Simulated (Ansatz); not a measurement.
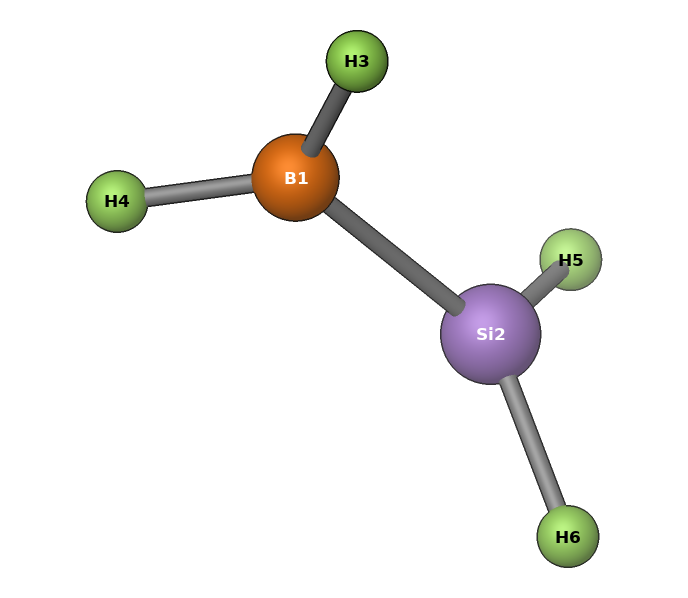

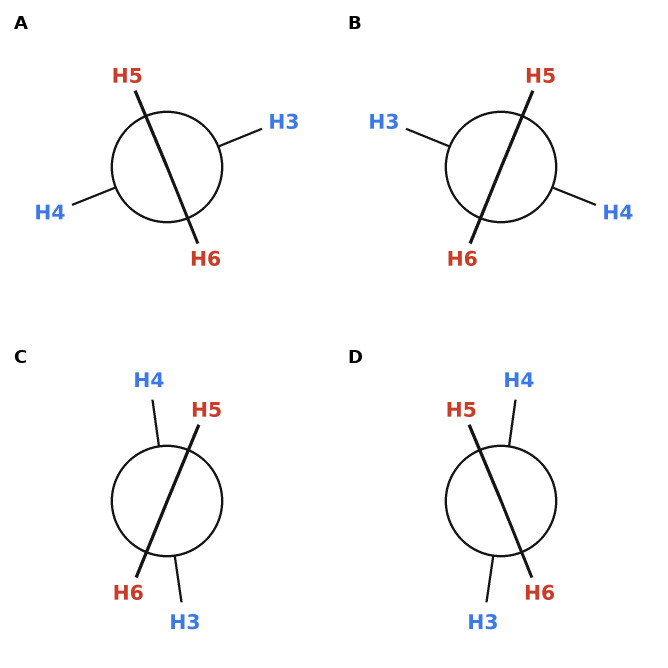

Depth is shown by fading: the farther an atom, the more it takes the colour of the background. Bonds that would overlap in a projection are set slightly apart. Charge +1, singlet. The computed structure is the end point of a PBE-D4/def2-SVP optimisation. No frequency run is at hand to confirm it as a minimum.

Which Newman projection shows the view along Si2–B1, with Si2 in front?

B. The torsion angle H5–Si2–B1–H3 is −91°, about perpendicular.
